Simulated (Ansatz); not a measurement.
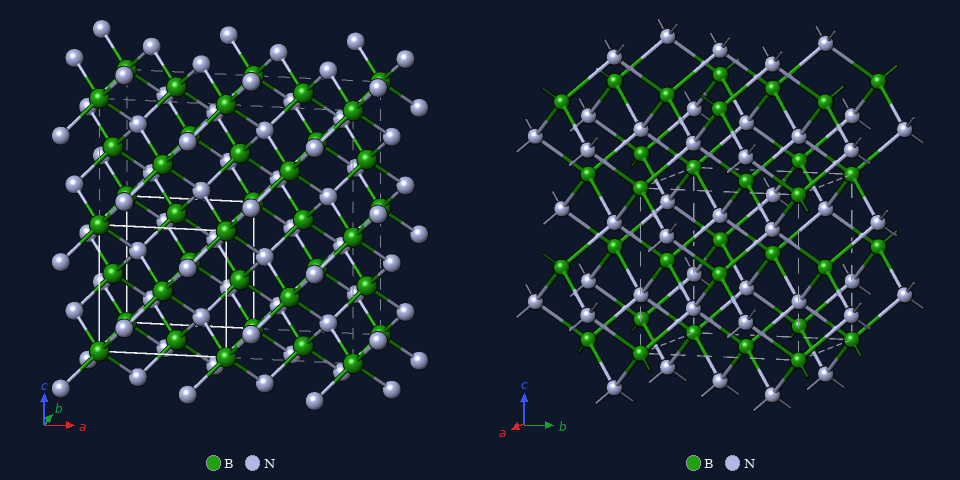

Left: the structure. Right: its underlying net. Nodes are coloured by element. Edges to nodes outside the piece are drawn as stubs.

BN (space group F-43m, No. 216): a calculation's input that goes back to an entry of the Crystallography Open Database (an earlier step may have relaxed or displaced it).

Bonds are taken as B–N below 1.8 Å. Simplification: prune 0- and 1-connected atoms, fold 2-connected ones into links.

The result is a uninodal 4-connected, three-periodic net: B and N are 4-connected nodes. It is the dia net, known from diamond, zinc blende and cristobalite. It is a single net, without interpenetration.

```
   node  links  point symbol  coordination sequence
B and N      4            6⁶             4 12 24 42
```
